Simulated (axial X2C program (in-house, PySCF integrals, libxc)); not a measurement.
## Run report: CoO⁺, relativistic diatomic calculation

CoO⁺, single determinant with Ω = 3 (not the lowest found). The distance is the PBE0 minimum at charge 1. Computed at this level: expectation values, HF and Kohn-Sham, two-component X2C with atomic mean-field Coulomb and Gaunt terms, Co dyall-cv3z, O dyall-av3z (cores contracted) (axial X2C program (in-house, PySCF integrals, libxc)).

## Input file
```
{"zs": [27, 8], "q": 1, "bas": ["dyall-cv3z", "dyall-av3z"], "r0": 1.6, "levels": ["PBE0", "HF", "PBE50", "BHandHLYP", "r2SCAN"], "nst": 3}
```

The line is the task of a batch: nuclear charges, charge, bases, the levels to run, a first guess of the distance and further settings. This report covers the levels named above. The log is that of the reference distance.

Hardware: 1 thread of Arm Neoverse V1, 24 GiB of memory available, shared host.

Launched within a batch (the task file carries these settings):
```bash
python <driver script> task.json out
```

## Output
```
two-component X2C + atomic mean field  PBE0
basis functions 162  fitting functions 881  grid points 5073
iter        total energy     max residual
   1      -1466.764074111     1.58e+00
   2      -1467.514171434     3.02e-02
   3      -1467.407199045     1.20e-01
   4      -1467.514404017     2.99e-02
   5      -1467.520031668     3.43e-03
   6      -1467.520113592     1.30e-03
   7      -1467.520124756     5.64e-04
   8      -1467.520134922     4.41e-04
   9      -1467.520141202     1.98e-04
  10      -1467.520141502     5.08e-05
  11      -1467.520141549     1.28e-05
  12      -1467.520141574     1.05e-05
  13      -1467.520141591     4.34e-06
  14      -1467.520141593     7.66e-07
converged
one-electron -2161.66155381  Coulomb 691.77978265  exact exchange -16.59306454  xc functional -51.33318994  nuclear repulsion 70.68786491  atomic mean-field constant -0.39998086
```

## Expectation values by level of theory

```csv
quantity,PBE0,HF,PBE50,BHandHLYP,r2SCAN
effective field for an electron dipole moment (GV/cm),−0.702,−0.481,−0.727,−0.705,−0.772
field gradient at the first nucleus (a.u.),−0.141,−1.59,−0.685,−0.655,−0.124
field gradient at the second nucleus (a.u.),−0.590,−0.126,−0.196,−0.156,0.0722
"A∥/gI, first nucleus (MHz)",39.4,205,177,178,−26.7
"A∥/gI, second nucleus (MHz)",−55.2,−70.1,−79.2,−76.6,−39.2
```

Each column comes from one determinant with 4 or more unpaired spinors, which can mix states, in a basis with contracted cores. The levels disagree widely: A∥/gI at the first nucleus runs from −26.7 to 205 MHz, A∥/gI at the second nucleus runs from −79.2 to −39.2 MHz, the field gradient at the first nucleus runs from −1.59 to −0.124 a.u. and the field gradient at the second nucleus runs from −0.590 to 0.0722 a.u. They may not all have settled in the same state, and these values aren't reliable properties of the molecule.

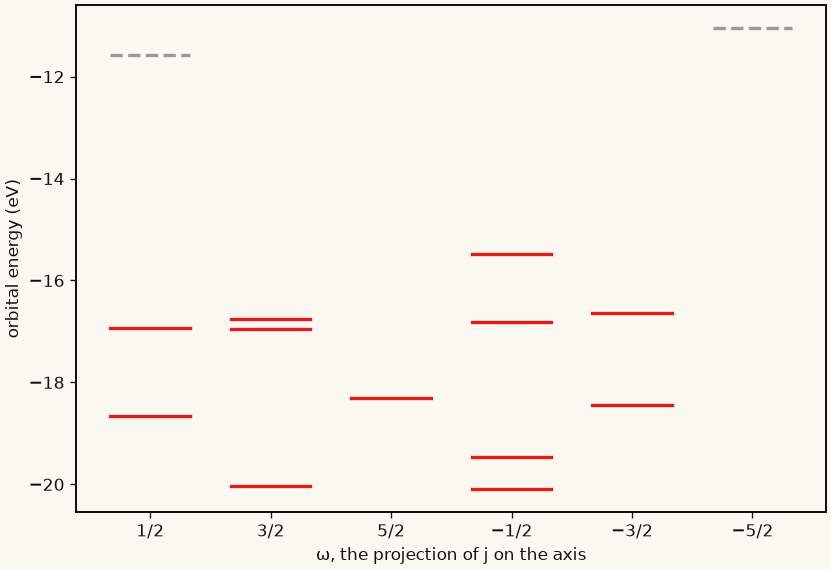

*Orbital energies (PBE0) near the frontier at 1.62 Å, filled (solid) and empty (dashed).*

The highest filled spinor (−1/2; 45 % O p, 36 % Co d) lies at −15.49 eV, the lowest empty one (1/2; 50 % Co d, 25 % Co s) at −11.58 eV.

## Results in brief

| quantity | value |
| --- | --- |
| outcome | converged; the levels of theory disagree widely |
| wall time | 5.5 s |
| peak memory | 0.3 GiB |
